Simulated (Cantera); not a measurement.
Feed: 1 mol Si, 0.8 mol Cl2, 4.7 mol H2, held at 100000 Pa.

Equilibrium computed with Cantera from the NASA thermochemical tables; the gas is ideal and each condensed phase is pure. Candidate condensed phases: Si; 19 gas species. The tables' values for SiCl3 are old estimates; treat these amounts as uncertain. The numbers say what is thermodynamically allowed, not how fast it happens.

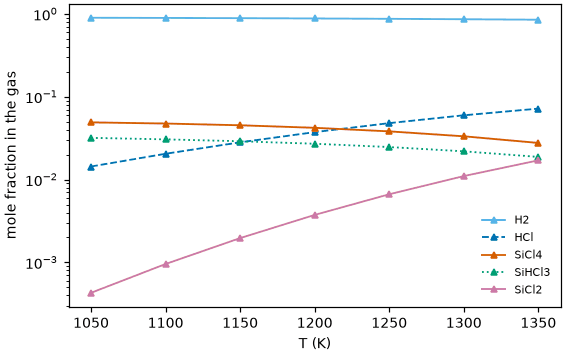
Figure. Equilibrium gas composition (values under 1e-9 drawn at 1e-9)

Read off the mole fractions at 1200 K.

H2 about 0.88, SiCl4 about 0.042, HCl about 0.037, SiHCl3 about 0.027, SiCl2 about 0.0037.
